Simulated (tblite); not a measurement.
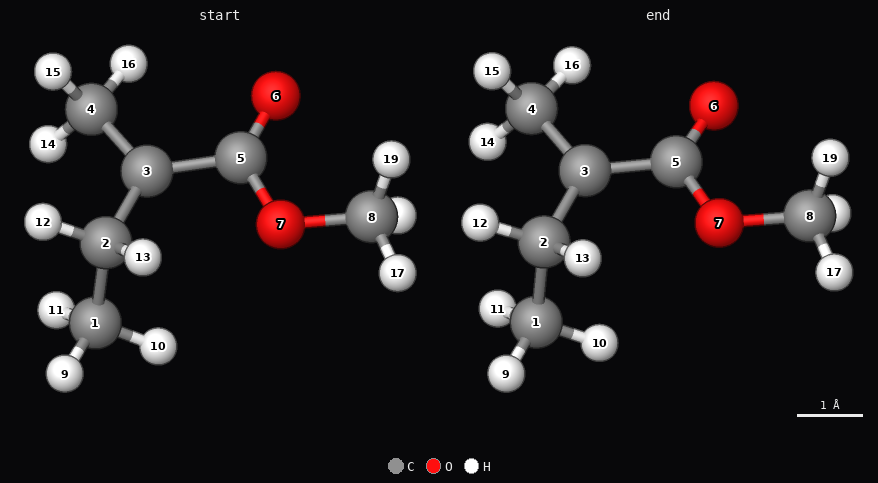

The structure of C6H11O2 (multiplicity 2) before (left) and after (right) a relaxation, at one scale.

The picture is a ball-and-stick view, seen at a tilt.

These are results of tblite, GFN2-xTB geometry optimisation, gas phase, not measurements. 

Summarise the run.

The largest move after the best rigid fit is that of an O atom, 0.22 Å. Largest moves by element: O 0.22 Å, H 0.10 Å, C 0.09 Å. Near-neighbour distances that change, for instance: C–C 1.481 → 1.433 Å, C–H 1.114 → 1.087 Å, C–C 1.503 → 1.484 Å, C–H 1.082 → 1.091 Å. Bond angles that change, for instance: O–C–O 126.0° → 121.8°, C–C–O 109.9° → 113.3°, H–C–H 106.6° → 109.7°. The energy falls by 0.127 eV in 38 geometry steps.
